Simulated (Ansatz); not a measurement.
**Geometry relaxation, with input and output: C2H5BrOSi**

The run: geometry relaxation of C2H5BrOSi. Method and program: RKS PBE-D4/def2-SVP (Ansatz 0.2.0).

The geometry: force-field start.

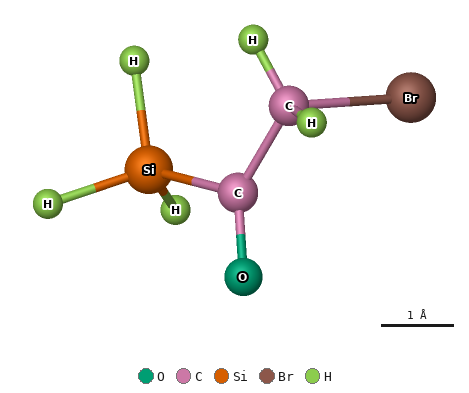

*The structure as given in the input (ball-and-stick view, seen at a tilt).*

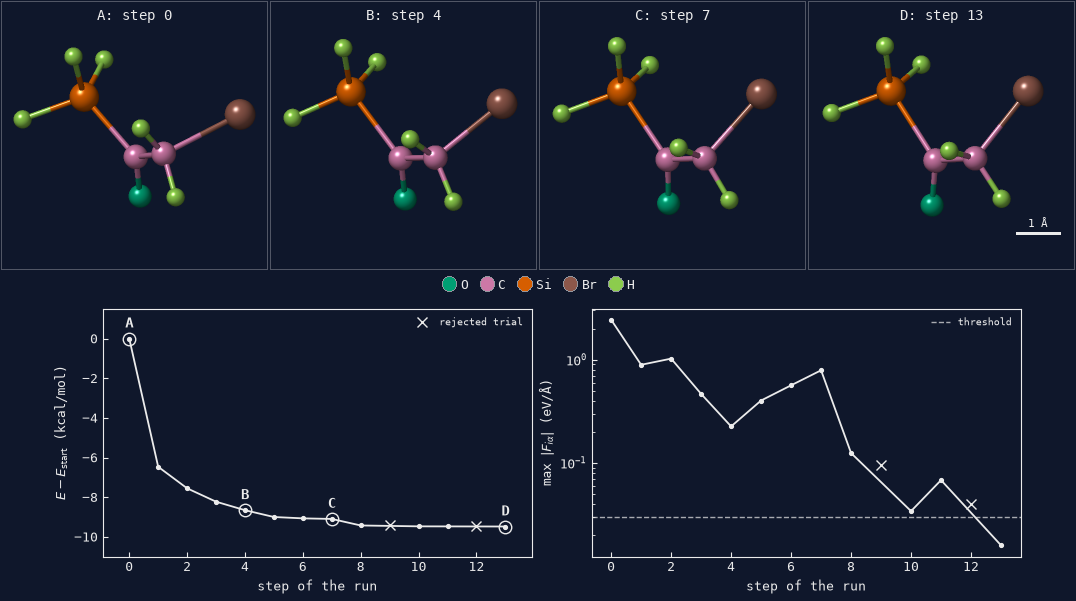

*Frames of the relaxation (ball-and-stick view, seen at a tilt) above the curves, on which the letters mark them (the first geometry is step 0 here and step 1 in the log).*

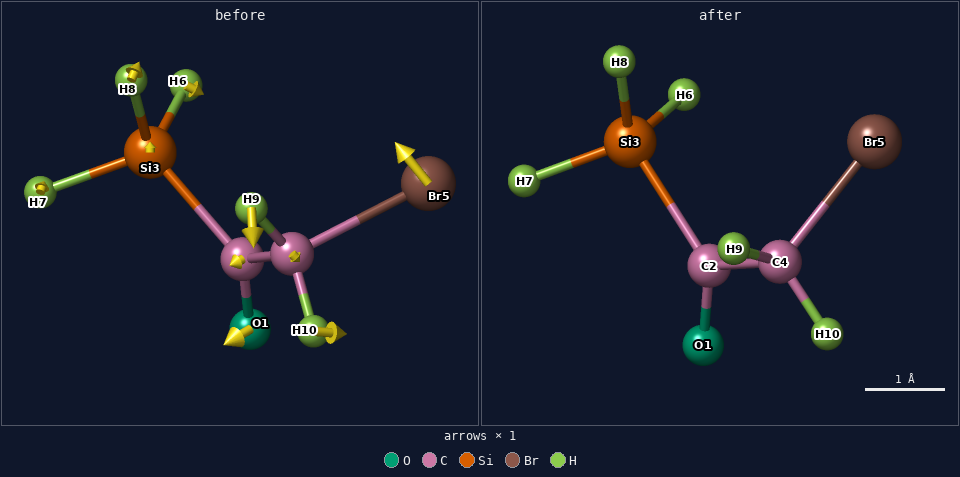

*Before (left) and after (right) the relaxation, at one scale (ball-and-stick view, seen at a tilt). The yellow arrows give the displacements, at true length.*

The largest move after the best rigid fit is that of Br5, 0.69 Å. By element the largest moves are Br 0.69 Å, H 0.54 Å, O 0.48 Å, C 0.21 Å, Si 0.14 Å. Among the contacts that change: C2–Si3 1.858 → 1.960 Å, C4–H9 1.054 → 1.109 Å, Si3–H8 1.542 → 1.503 Å, C4–H10 1.070 → 1.106 Å. Among the angles that change: H7–Si3–H8 102.4° → 110.0°, O1–C2–C4 128.0° → 120.5°, C2–Si3–H7 112.8° → 105.8°. After 13 geometry steps the energy has fallen by 9.48 kcal/mol. The largest force component goes from 2.4 to 0.016 eV/Å. The line search rejected the trial steps at points 9, 12 (counted from 0) and went back. (Atoms are counted from 1 in the order of the input.)

The input and output of the run follow.

### The input
```yaml
crystal:
  periodic: [false, false, false]
  atoms:
    - {symbol: O, position_ang: [-0.871100, -1.372000, -1.106200]}
    - {symbol: C, position_ang: [-0.334100, -0.428700, -0.531300]}
    - {symbol: Si, position_ang: [0.478200, -0.856500, 1.083800]}
    - {symbol: C, position_ang: [-0.167200, 0.996000, -1.028300]}
    - {symbol: Br, position_ang: [-1.793300, 1.933600, -0.387400]}
    - {symbol: H, position_ang: [-0.462300, -1.195700, 2.165700]}
    - {symbol: H, position_ang: [1.506800, -1.976100, 0.950700]}
    - {symbol: H, position_ang: [1.335500, 0.323800, 1.584700]}
    - {symbol: H, position_ang: [0.660000, 1.518700, -0.635300]}
    - {symbol: H, position_ang: [-0.269300, 1.005700, -2.093400]}
basis:
  gaussian: {orbitals: def2-SVP}
hamiltonian: {xc: pbe, dispersion: d4}
relax: {f_tol: 0.03, max_steps: 200}
```

Command:
```bash
ansatz run in.yaml --threads 4 --pin off --events-out ev --progress --plain --max-ram 10444MiB
```

### The program's output
```
Functional definition: PBE
  name "PBE"
  cite "Perdew, Burke & Ernzerhof, Phys. Rev. Lett. 77, 3865 (1996) doi:10.1103/PhysRevLett.77.3865"
  parent pbe
  parameter kappa = 0.804
  parameter beta = 0.06672455060314922
  exchange = pbe_x(kappa = kappa, mu = beta*pi^2/3)
  correlation = pbe_c(beta = beta)
1290 factors; their error is unknown
mean field evaluation 1: about -82084.2378 eV, gradient 5.6e1 eV
mean field evaluation 2: about -82050.5576 eV, gradient 1.3e2 eV
mean field evaluation 4: about -82091.2139 eV, gradient 1.6e1 eV
mean field evaluation 8: about -82091.7600 eV, gradient 8.3e-2 eV
mean field evaluation 16: about -82091.6454 eV, gradient 8.4e-5 eV
mean field -82091.64539358 eV, -3016.8123244982 hartree, gradient 9.2e-6 eV, S^2 0.000000; 0 other end points of the search recorded, 0 dependent functions left out
the calculation of the forces begins
reference -82091.64542819 eV, -3016.8123257702 hartree; 37, 37 occupied and 80, 80 virtual orbitals, 1290 factors
relax step   1: F+E_penalty+E_count = -82091.89510439 eV  Δ(F+E_penalty+E_count) = +0.000e0 eV  max|allowed force component| = 2.436e0 eV/Å  Δτ_max = 0.0000 Å  (28 SCF iters, accepted)
these checks for a lower state are left out or cut short: starts, cluster_reference, orbital_swaps, neighbouring_geometries, increment
1290 factors; their error is unknown
mean field -82091.92792412 eV, -3016.8227073040 hartree, gradient 8.9e-6 eV, S^2 0.000000; 0 other end points of the search recorded, 0 dependent functions left out
[... from here on the field's lines of each further geometry are left out, up to the last ...]
relax step   2: F+E_penalty+E_count = -82092.17559648 eV  Δ(F+E_penalty+E_count) = -2.805e-1 eV  max|allowed force component| = 8.923e-1 eV/Å  Δτ_max = 0.1009 Å  (30 SCF iters, accepted)
relax step   3: F+E_penalty+E_count = -82092.22270339 eV  Δ(F+E_penalty+E_count) = -4.711e-2 eV  max|allowed force component| = 1.024e0 eV/Å  Δτ_max = 0.0839 Å  (29 SCF iters, accepted)
relax step   4: F+E_penalty+E_count = -82092.25196142 eV  Δ(F+E_penalty+E_count) = -2.926e-2 eV  max|allowed force component| = 4.660e-1 eV/Å  Δτ_max = 0.0564 Å  (30 SCF iters, accepted)
relax step   5: F+E_penalty+E_count = -82092.27056976 eV  Δ(F+E_penalty+E_count) = -1.861e-2 eV  max|allowed force component| = 2.255e-1 eV/Å  Δτ_max = 0.1115 Å  (30 SCF iters, accepted)
relax step   6: F+E_penalty+E_count = -82092.28545761 eV  Δ(F+E_penalty+E_count) = -1.489e-2 eV  max|allowed force component| = 4.021e-1 eV/Å  Δτ_max = 0.1937 Å  (29 SCF iters, accepted)
relax step   7: F+E_penalty+E_count = -82092.28841247 eV  Δ(F+E_penalty+E_count) = -2.955e-3 eV  max|allowed force component| = 5.643e-1 eV/Å  Δτ_max = 0.0686 Å  (29 SCF iters, accepted)
relax step   8: F+E_penalty+E_count = -82092.28969774 eV  Δ(F+E_penalty+E_count) = -1.285e-3 eV  max|allowed force component| = 7.891e-1 eV/Å  Δτ_max = 0.0629 Å  (30 SCF iters, accepted)
relax step   9: F+E_penalty+E_count = -82092.30396429 eV  Δ(F+E_penalty+E_count) = -1.427e-2 eV  max|allowed force component| = 1.244e-1 eV/Å  Δτ_max = 0.1056 Å  (29 SCF iters, accepted)
relax step  10: F+E_penalty+E_count = -82092.30386109 eV  Δ(F+E_penalty+E_count) = +1.032e-4 eV  max|allowed force component| = 9.616e-2 eV/Å  Δτ_max = 0.0465 Å  (29 SCF iters, rejected (line search))
relax step  11: F+E_penalty+E_count = -82092.30589774 eV  Δ(F+E_penalty+E_count) = -1.933e-3 eV  max|allowed force component| = 3.405e-2 eV/Å  Δτ_max = 0.0225 Å  (30 SCF iters, accepted)
relax step  12: F+E_penalty+E_count = -82092.30600367 eV  Δ(F+E_penalty+E_count) = -1.059e-4 eV  max|allowed force component| = 6.801e-2 eV/Å  Δτ_max = 0.0267 Å  (30 SCF iters, accepted)
relax step  13: F+E_penalty+E_count = -82092.30590353 eV  Δ(F+E_penalty+E_count) = +1.001e-4 eV  max|allowed force component| = 4.033e-2 eV/Å  Δτ_max = 0.0190 Å  (31 SCF iters, rejected (line search))
the calculation of the forces begins
reference -82092.05600973 eV, -3016.8274143635 hartree; 37, 37 occupied and 80, 80 virtual orbitals, 1290 factors
relax step  14: F+E_penalty+E_count = -82092.30624440 eV  Δ(F+E_penalty+E_count) = -2.407e-4 eV  max|allowed force component| = 1.588e-2 eV/Å  Δτ_max = 0.0041 Å  (31 SCF iters, accepted)
1290 factors; their error is unknown
mean field evaluation 128: about -82092.0560 eV, gradient 4.1e-5 eV
mean field -82092.05597559 eV, -3016.8274131089 hartree, gradient 2.4e-5 eV, S^2 0.000000; 1 other end points of the search recorded, 0 dependent functions left out
the calculation of the forces begins
reference -82092.05600973 eV, -3016.8274143635 hartree; 37, 37 occupied and 80, 80 virtual orbitals, 1290 factors
Total energy: -82092.30627854 eV, -3016.8366115727 hartree
Atom 0 at    -0.437205    -1.403273    -1.329922 Å, force    -0.000749    -0.010315    -0.008861 eV/Å
Atom 1 at    -0.138454    -0.461419    -0.614905 Å, force     0.000245     0.015884     0.003818 eV/Å
Atom 2 at     0.481638    -0.806880     1.211516 Å, force     0.000267    -0.005535     0.001374 eV/Å
Atom 3 at    -0.277681     0.971946    -1.122554 Å, force     0.002752     0.000267     0.001141 eV/Å
Atom 4 at    -1.374303     1.979379     0.154111 Å, force     0.000902     0.001894     0.002283 eV/Å
Atom 5 at    -0.709048    -1.196934     2.038768 Å, force     0.000666     0.001713     0.000480 eV/Å
Atom 6 at     1.421765    -1.973369     1.109427 Å, force    -0.001408     0.000870    -0.001303 eV/Å
Atom 7 at     1.184760     0.368324     1.831665 Å, force    -0.000689     0.002062    -0.000526 eV/Å
Atom 8 at     0.706172     1.481271    -1.164363 Å, force     0.000436     0.000290     0.003277 eV/Å
Atom 9 at    -0.774445     0.989755    -2.110743 Å, force    -0.002422    -0.007129    -0.001684 eV/Å
Dipole moment:     0.214217     0.262877     0.008896 e Å
```

### Trajectory as extended XYZ (Å, eV, eV/Å), 14 frames, from step=1 to step=14
```
10
Properties=species:S:1:pos:R:3:forces:R:3 step=1 energy=-82091.89510
O    -0.8711   -1.3720   -1.1062   -0.1962   0.7531  -0.5799
C    -0.3341   -0.4287   -0.5313    0.2198  -0.5544  -0.1639
Si    0.4782   -0.8565    1.0838    1.8946   0.1919   1.7134
C    -0.1672    0.9960   -1.0283   -2.4365  -1.0958  -0.2515
Br   -1.7933    1.9336   -0.3874    0.1507   0.0277   0.1360
H    -0.4623   -1.1957    2.1657   -0.4677  -0.1954   0.2351
H     1.5068   -1.9761    0.9507   -0.4449   0.1233  -0.2246
H     1.3355    0.3238    1.5847   -0.3642  -0.2630  -0.1396
H     0.6600    1.5187   -0.6353    1.4881   0.8049   0.6195
H    -0.2693    1.0057   -2.0934    0.1564   0.2076  -1.3445
10
Properties=species:S:1:pos:R:3:forces:R:3 step=2 energy=-82092.17560
O    -0.8339   -1.3456   -1.1041    0.3161   0.3782  -0.1646
C    -0.2337   -0.4366   -0.5370   -0.8923  -0.1409  -0.2054
Si    0.5302   -0.8369    1.1605    0.7792  -0.1466   0.6150
C    -0.2019    0.9930   -1.0764   -0.5720  -0.3209   0.0614
Br   -1.7758    1.9321   -0.3178    0.2303  -0.1549   0.0190
H    -0.5041   -1.2321    2.1703   -0.1184   0.0321  -0.0703
H     1.4411   -2.0280    0.9216   -0.1065   0.2377   0.0758
H     1.3275    0.3483    1.6778   -0.0767  -0.2098  -0.0040
H     0.6675    1.5520   -0.7272    0.4013   0.2668   0.0030
H    -0.3339    1.0028   -2.1647    0.0391   0.0582  -0.3298
10
Properties=species:S:1:pos:R:3:forces:R:3 step=3 energy=-82092.22270
O    -0.7774   -1.3400   -1.1541    0.2344   0.5342   0.5424
C    -0.2810   -0.4162   -0.5073    0.0145  -0.4916  -1.0238
Si    0.5558   -0.8349    1.2016   -0.2675  -0.1066   0.1274
C    -0.2299    0.9941   -1.1087   -0.0241   0.0219   0.4072
Br   -1.7467    1.9464   -0.2694    0.1076   0.0018  -0.0565
H    -0.5354   -1.2446    2.1602    0.1248   0.0521  -0.0555
H     1.4495   -2.0190    0.9344   -0.0258   0.1226   0.0197
H     1.3459    0.3190    1.7542    0.0079  -0.0046   0.0231
H     0.6777    1.5571   -0.7987   -0.1188  -0.0921  -0.1480
H    -0.3754    0.9867   -2.2092   -0.0529  -0.0376   0.1640
10
Properties=species:S:1:pos:R:3:forces:R:3 step=4 energy=-82092.25196
O    -0.7728   -1.3433   -1.1631    0.2767   0.3169   0.2782
C    -0.2450   -0.4289   -0.5366   -0.2975  -0.2461  -0.4660
Si    0.5458   -0.8348    1.2012   -0.0919  -0.0356   0.0466
C    -0.2287    0.9909   -1.1090    0.0440   0.0317   0.1593
Br   -1.7137    1.9465   -0.2236    0.1331  -0.0557  -0.0129
H    -0.5532   -1.2409    2.1461    0.0512   0.0205  -0.0621
H     1.4597   -2.0034    0.9573   -0.0057   0.0388   0.0284
H     1.3210    0.3200    1.7731    0.0037   0.0133   0.0078
H     0.6923    1.5506   -0.8412   -0.0950  -0.0571  -0.0961
H    -0.4221    0.9921   -2.2012   -0.0186  -0.0266   0.1168
10
Properties=species:S:1:pos:R:3:forces:R:3 step=5 energy=-82092.27057
O    -0.7393   -1.3555   -1.1888    0.1562   0.0791   0.0165
C    -0.2225   -0.4403   -0.5647   -0.2255  -0.0473   0.0144
Si    0.5300   -0.8298    1.1998    0.0080   0.0651  -0.0102
C    -0.2287    0.9848   -1.1129    0.0313   0.0633  -0.0574
Br   -1.6469    1.9473   -0.1344    0.1355  -0.0745  -0.0104
H    -0.5825   -1.2385    2.1196   -0.0173  -0.0188  -0.0277
H     1.4704   -1.9797    0.9902    0.0098  -0.0274   0.0164
H     1.2784    0.3342    1.7913   -0.0081   0.0118  -0.0123
H     0.7141    1.5333   -0.9056   -0.0918  -0.0581  -0.0528
H    -0.4898    0.9930   -2.1915    0.0018   0.0068   0.1235
10
Properties=species:S:1:pos:R:3:forces:R:3 step=6 energy=-82092.28546
O    -0.6693   -1.3782   -1.2346    0.0102  -0.1330  -0.2036
C    -0.1971   -0.4545   -0.5977   -0.0361   0.1004   0.4021
Si    0.5061   -0.8173    1.2008    0.0575   0.1297  -0.0603
C    -0.2309    0.9742   -1.1235   -0.0210   0.2092  -0.2745
Br   -1.5254    1.9493    0.0164    0.2068  -0.1244  -0.1322
H    -0.6322   -1.2439    2.0758   -0.0443  -0.0376   0.0020
H     1.4816   -1.9450    1.0404    0.0082  -0.0468   0.0055
H     1.2056    0.3678    1.8153   -0.0217  -0.0236  -0.0330
H     0.7463    1.5015   -1.0128   -0.2484  -0.1203  -0.0308
H    -0.6015    0.9951   -2.1772    0.0889   0.0465   0.3248
10
Properties=species:S:1:pos:R:3:forces:R:3 step=7 energy=-82092.28841
O    -0.6121   -1.3557   -1.2651   -0.1037  -0.5643  -0.0930
C    -0.1856   -0.4468   -0.5794    0.0909   0.2795  -0.2167
Si    0.5035   -0.8171    1.2059    0.0096   0.1053   0.0582
C    -0.2389    0.9718   -1.1275    0.0338   0.2321   0.1015
Br   -1.4816    1.9384    0.0562    0.0454   0.0625  -0.0387
H    -0.6548   -1.2324    2.0556   -0.0554  -0.0494   0.0639
H     1.4678   -1.9554    1.0634    0.0209  -0.0432  -0.0166
H     1.1962    0.3689    1.8182    0.0077  -0.0030  -0.0025
H     0.7370    1.4980   -1.0648   -0.0855  -0.0186  -0.0054
H    -0.6482    0.9790   -2.1595    0.0363  -0.0009   0.1492
10
Properties=species:S:1:pos:R:3:forces:R:3 step=8 energy=-82092.28970
O    -0.5882   -1.3884   -1.2887    0.4507   0.7552   0.7096
C    -0.1711   -0.4550   -0.5933   -0.4617  -0.7687  -0.7891
Si    0.4931   -0.8116    1.2057    0.0626   0.0263   0.0041
C    -0.2414    0.9702   -1.1247   -0.0488   0.1087  -0.0627
Br   -1.4354    1.9598    0.0932    0.0677  -0.0113  -0.0516
H    -0.6678   -1.2407    2.0465   -0.0557  -0.0286   0.0412
H     1.4707   -1.9434    1.0785    0.0017  -0.0158  -0.0074
H     1.1708    0.3816    1.8237   -0.0075  -0.0167  -0.0189
H     0.7402    1.4904   -1.0944   -0.1011  -0.0550  -0.0076
H    -0.6876    0.9858   -2.1434    0.0921   0.0058   0.1824
10
Properties=species:S:1:pos:R:3:forces:R:3 step=9 energy=-82092.30396
O    -0.4868   -1.3945   -1.3176    0.0054  -0.0153  -0.0209
C    -0.1510   -0.4589   -0.6106    0.0459  -0.0510   0.1244
Si    0.4852   -0.8111    1.2096    0.0072  -0.0122  -0.0259
C    -0.2632    0.9726   -1.1175   -0.0500   0.0610  -0.0161
Br   -1.4057    1.9764    0.1244    0.0058  -0.0200   0.0066
H    -0.6974   -1.2087    2.0464    0.0214   0.0124  -0.0018
H     1.4349   -1.9709    1.1001   -0.0204   0.0127  -0.0001
H     1.1910    0.3717    1.8130   -0.0129  -0.0051   0.0185
H     0.7131    1.4967   -1.1300    0.0176  -0.0462  -0.0061
H    -0.7369    0.9754   -2.1147   -0.0200   0.0636  -0.0787
10
Properties=species:S:1:pos:R:3:forces:R:3 step=10 energy=-82092.30386 accepted=F
O    -0.4413   -1.3983   -1.3263   -0.0028  -0.0527  -0.0234
C    -0.1419   -0.4577   -0.6111   -0.0109   0.0482   0.0459
Si    0.4838   -0.8107    1.2169   -0.0016   0.0032  -0.0369
C    -0.2809    0.9758   -1.1203    0.0534  -0.0035  -0.0096
Br   -1.3970    1.9867    0.1347    0.0537  -0.0078   0.0123
H    -0.7037   -1.2035    2.0496    0.0153   0.0117  -0.0149
H     1.4239   -1.9779    1.1059   -0.0191   0.0127  -0.0030
H     1.1965    0.3589    1.8387   -0.0202   0.0013  -0.0055
H     0.7055    1.4783   -1.1717    0.0147   0.0475   0.0962
H    -0.7619    0.9972   -2.1135   -0.0823  -0.0605  -0.0612
10
Properties=species:S:1:pos:R:3:forces:R:3 step=11 energy=-82092.30590
O    -0.4657   -1.4016   -1.3212   -0.0023   0.0126   0.0095
C    -0.1506   -0.4606   -0.6113    0.0340  -0.0238  -0.0053
Si    0.4840   -0.8081    1.2099   -0.0123   0.0041   0.0053
C    -0.2717    0.9721   -1.1222   -0.0087   0.0197  -0.0125
Br   -1.3921    1.9763    0.1378    0.0001   0.0002  -0.0062
H    -0.6966   -1.2041    2.0486   -0.0014  -0.0022  -0.0046
H     1.4291   -1.9701    1.0980   -0.0015   0.0075   0.0012
H     1.1838    0.3718    1.8260    0.0034  -0.0062  -0.0057
H     0.7120    1.4833   -1.1421   -0.0051  -0.0181   0.0016
H    -0.7491    0.9899   -2.1205   -0.0061   0.0063   0.0167
10
Properties=species:S:1:pos:R:3:forces:R:3 step=12 energy=-82092.30600
O    -0.4402   -1.4025   -1.3288    0.0170  -0.0357  -0.0213
C    -0.1348   -0.4616   -0.6156   -0.0680   0.0317   0.0109
Si    0.4808   -0.8066    1.2119    0.0195  -0.0045  -0.0014
C    -0.2773    0.9718   -1.1226    0.0413   0.0045  -0.0041
Br   -1.3741    1.9757    0.1558    0.0007   0.0054   0.0033
H    -0.7099   -1.1971    2.0396    0.0042   0.0042  -0.0078
H     1.4218   -1.9723    1.1087   -0.0017  -0.0008   0.0050
H     1.1836    0.3697    1.8302   -0.0003  -0.0008   0.0044
H     0.7069    1.4806   -1.1651   -0.0060   0.0118   0.0072
H    -0.7736    0.9912   -2.1111   -0.0067  -0.0156   0.0036
10
Properties=species:S:1:pos:R:3:forces:R:3 step=13 energy=-82092.30590 accepted=F
O    -0.4349   -1.4040   -1.3288    0.0081  -0.0273  -0.0127
C    -0.1330   -0.4621   -0.6152   -0.0173   0.0403  -0.0107
Si    0.4837   -0.8058    1.2116    0.0080  -0.0089  -0.0071
C    -0.2785    0.9708   -1.1230    0.0010   0.0149   0.0078
Br   -1.3665    1.9778    0.1638    0.0141  -0.0066  -0.0170
H    -0.7180   -1.1932    2.0229    0.0039  -0.0039   0.0236
H     1.4241   -1.9727    1.1166   -0.0075  -0.0029  -0.0031
H     1.1852    0.3676    1.8366   -0.0063   0.0042   0.0019
H     0.7042    1.4815   -1.1742    0.0016   0.0035   0.0112
H    -0.7831    0.9888   -2.1074   -0.0056  -0.0134   0.0061
10
Properties=species:S:1:pos:R:3:forces:R:3 step=14 energy=-82092.30624
O    -0.4372   -1.4033   -1.3299   -0.0007  -0.0103  -0.0089
C    -0.1385   -0.4614   -0.6149    0.0002   0.0159   0.0038
Si    0.4816   -0.8069    1.2115    0.0003  -0.0055   0.0014
C    -0.2777    0.9719   -1.1226    0.0028   0.0003   0.0011
Br   -1.3743    1.9794    0.1541    0.0009   0.0019   0.0023
H    -0.7090   -1.1969    2.0388    0.0007   0.0017   0.0005
H     1.4218   -1.9734    1.1094   -0.0014   0.0009  -0.0013
H     1.1848    0.3683    1.8317   -0.0007   0.0021  -0.0005
H     0.7062    1.4813   -1.1644    0.0004   0.0003   0.0033
H    -0.7744    0.9898   -2.1107   -0.0024  -0.0071  -0.0017
```

### Summary

| quantity | value |
| --- | --- |
| outcome | converged |
| total energy | −82092.3063 eV |
| mean-field energy | −82092.0560 eV |
| dispersion energy | −0.2503 eV |
| SCF solution under orbital rotations | stable |
| largest force (length of the vector) at the end | 0.016 eV/Å |
| dipole moment | 1.63 D |
| hardware | 4 threads of Arm Neoverse V1, 23 GiB of memory available, shared host |
| wall time | 21 s (CPU time 74 s) |
| peak memory | 0.18 GiB |
